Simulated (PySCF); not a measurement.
## Electronic structure of C$_{5}$H$_{14}$N$_{2}$ (SMILES CCC(CN)C[NH2+]) (charge +1, doublet) in real space

Input

```
{"job": {"kind": "epr", "basis": "pcH-1"}, "charge": 1, "multiplicity": 2}
C      2.255187    -0.374243    -0.006500
C      1.203192     0.156049    -0.971810
C     -0.252325     0.023504    -0.516328
C     -0.587331     0.970836     0.673296
N     -0.768880     2.295518     0.317272
C     -0.658762    -1.372634    -0.028619
N     -1.989422    -1.290099     0.513730
H      2.197882     0.103052     0.967824
H      2.173667    -1.449436     0.122777
H      3.241282    -0.166678    -0.412778
H      1.298757    -0.381333    -1.918766
H      1.405708     1.207280    -1.184533
H     -0.900935     0.305615    -1.352476
H     -1.544122     0.471422     1.030836
H      0.142677     0.887488     1.479185
H     -1.335170     2.536024    -0.480086
H     -0.364376     3.047538     0.848005
H      0.015994    -1.705652     0.760656
H     -0.592145    -2.079208    -0.866206
H     -2.723085    -1.172536    -0.174118
H     -2.226713    -1.995567     1.198168
```

Run with:

```sh
OMP_NUM_THREADS=1 python probes_run.py task.json out
```

Geometry: GFN2-xTB.

Theory: UKS B3LYP, pcH-1 on C H N, non-relativistic, mean-field spin-orbit, GIAO in PySCF 2.14.0, density-fitted response routines.

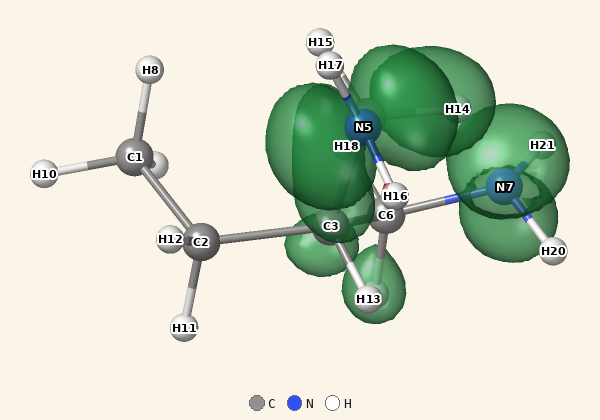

Figure 1. Isosurfaces of the spin density at +0.03 (green) and −0.03 e/Å³ (red), seen from one side.

Q: Where is the unpaired spin?

A: The unpaired spin (1 electron) lies mostly on N5 (about 0.4), N7 (about 0.2) and C4 (about 0.1), in electrons by Hirshfeld's partition.

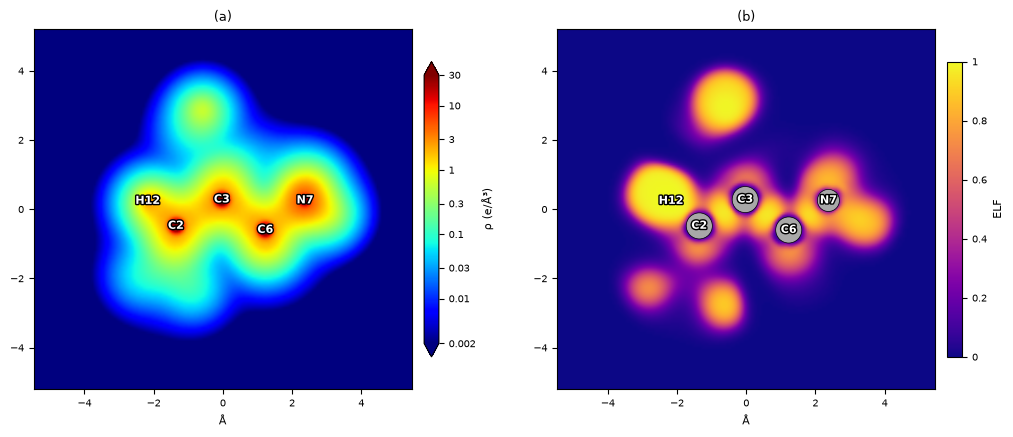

Figure 2. (a) electron density; (b) ELF on the plane of atoms C2, C3 and C6. Grey discs cover the atomic cores in the ELF map.

Q: Interpret the plot.

A: The section cuts through C, N and H sites. C–C (1.53 Å): ρ is about 1.6 e/Å³ halfway; the ELF peaks at about 0.95 between the atoms; localised, covalent bonding. C–N (1.44 Å): the density is about 2 e/Å³ at the midpoint; the ELF peaks at about 0.95 between the atoms; localised, covalent bonding. C–H (1.09 Å): ρ is about 2 e/Å³ halfway; the ELF climbs to about 1 towards the hydrogen, as it does in any bond to H; an ordinary covalent bond to hydrogen.
